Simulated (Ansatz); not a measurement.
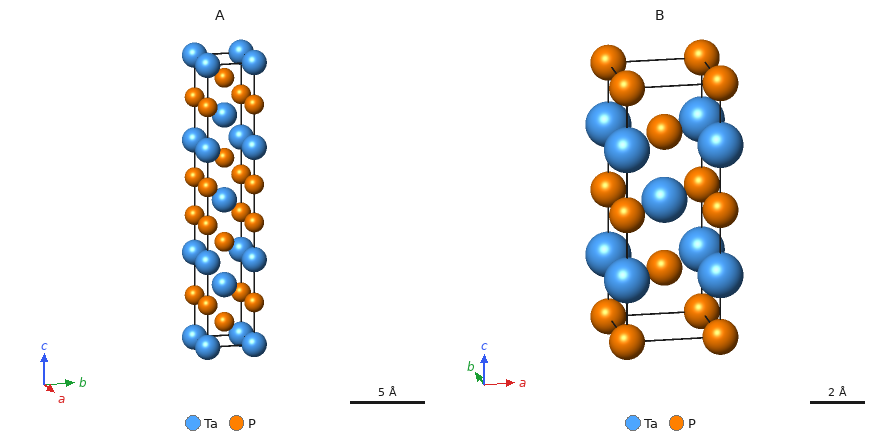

Two structures of Ta3P4, each relaxed to rest (conventional cells in solid outline, small ones repeated, not to one scale). Method: DFT PBE, scalar-relativistic, plane waves, PAW (Ansatz 0.2.0), without spin polarisation.

### Describe A and B.

A: 14 atoms a cell on a body-centred tetragonal lattice, I4/mmm. B: 7 atoms a cell on a primitive tetragonal lattice, P4/mmm.

### Which polymorph is favoured?

A is lower, by 314 meV/atom at this level of theory (energies at zero smearing). Volumes: A 15.1, B 17.8 Å³/atom.

One or both may be structure types tried for this composition rather than known phases.
